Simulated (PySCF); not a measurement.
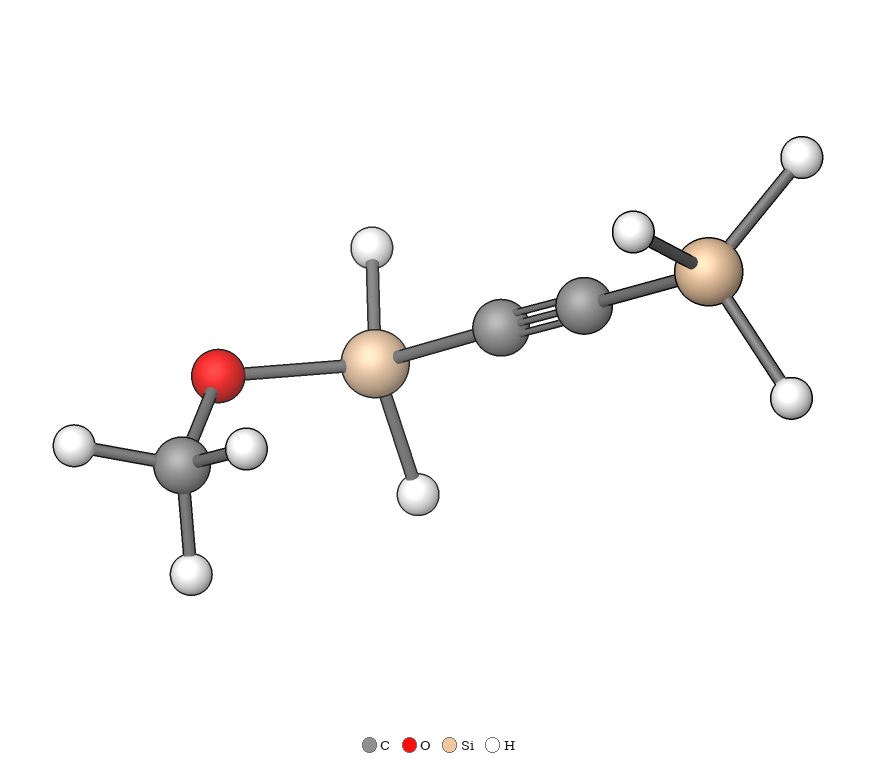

Double and triple bonds are drawn as two and three sticks.

The geometry was computed by an optimisation with PBE0-D3(BJ)/def2-SVP. No frequency run is at hand to confirm it as a minimum.

Describe the molecule.

The molecule is C3H8OSi2. As SMILES it reads `CO[SiH2]C#C[SiH3]`. It has no ring. Among its groups: alkyne, Si–H bond, Si–O bond. This geometry has C1 symmetry. Coordination: 1 C tetrahedral; 1 O bent; 2 Si tetrahedral; 2 C linear.

The parts below concern this one geometry. Atoms keep their numbers from picture to picture.

Quadrupole coupling

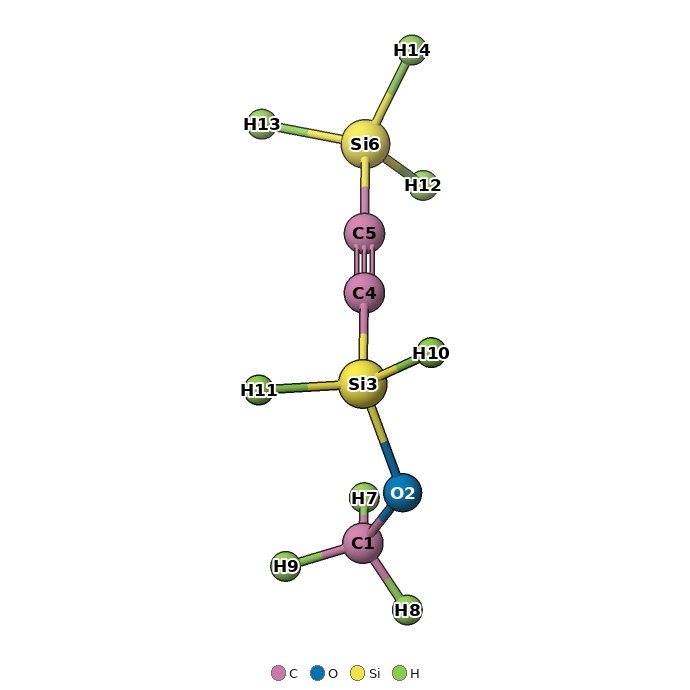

No frequency run is at hand to confirm it as a minimum. Electric field gradients from the ground-state density, PBE0/STO-3G (PySCF 2.14.0), non-relativistic apart from any core potentials.

Give the largest field-gradient component, the quadrupole coupling constant and the asymmetry for 17O at O2 (Q = −25.6 mb), 2H at H7 (Q = 2.86 mb), 2H at H8 (Q = 2.86 mb), 2H at H9 (Q = 2.86 mb), 2H at H10 (Q = 2.86 mb).

| atom | V_zz (a.u.) | e²qQ/h (MHz) | η |
| --- | --- | --- | --- |
| O2 | 2.237 | −13.46 | 0.69 |
| H7 | 0.277 | 0.186 | 0.05 |
| H8 | 0.290 | 0.195 | 0.03 |
| H9 | 0.278 | 0.187 | 0.05 |
| H10 | 0.150 | 0.101 | 0.01 |

Dipole moment

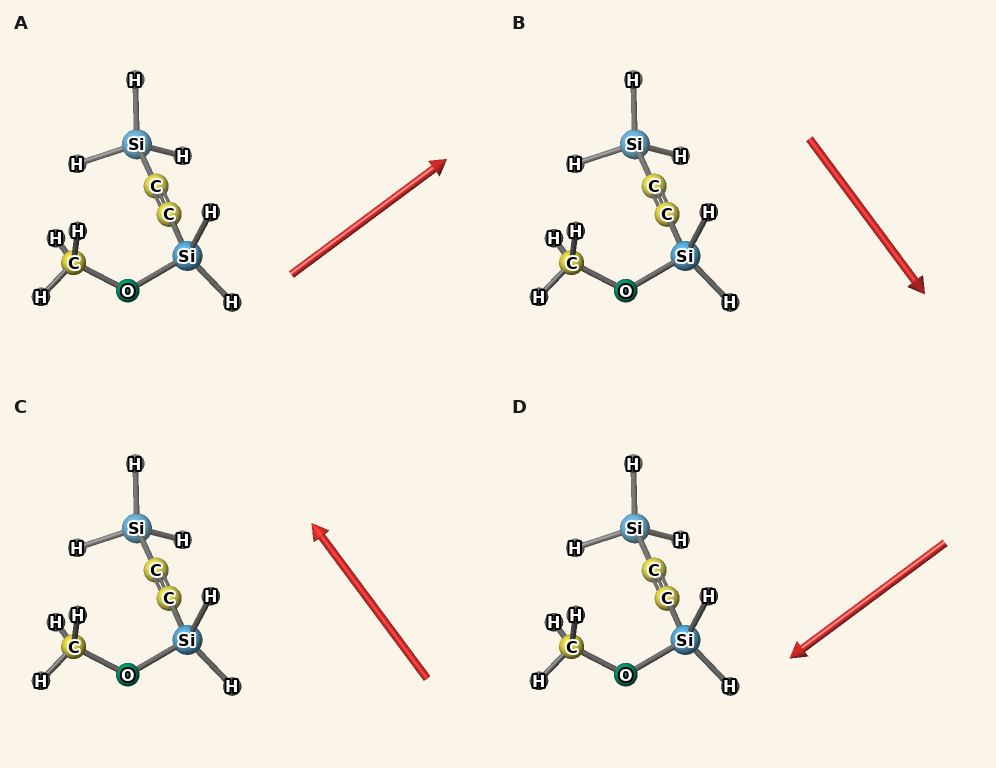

The same molecule four times, each with an arrow. No frequency run is at hand to confirm it as a minimum. Method: PBE0/6-311+G(2d,p), gas phase (PySCF 2.14.0).

Question: Which arrow points along the dipole moment, from the negative to the positive end?

Answer: C. The dipole moment is 1.16 D.

NMR shielding

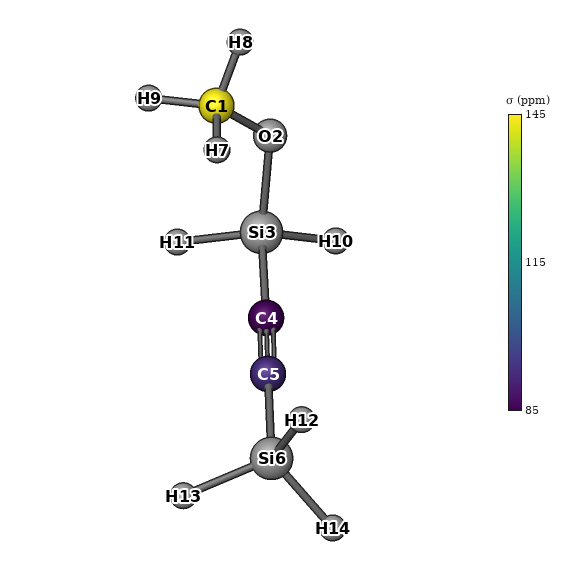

Atoms are coloured by their isotropic NMR shieldings (C only, the others grey). No frequency run is at hand to confirm it as a minimum. Method: GIAO PBE0/6-31G* NMR shielding, non-relativistic, gas phase (PySCF 2.14.0).

List the isotropic NMR shieldings of the C atoms.

```tsv
atom	σ (ppm)
C1	143.8
C4	85.8
C5	92.9
```
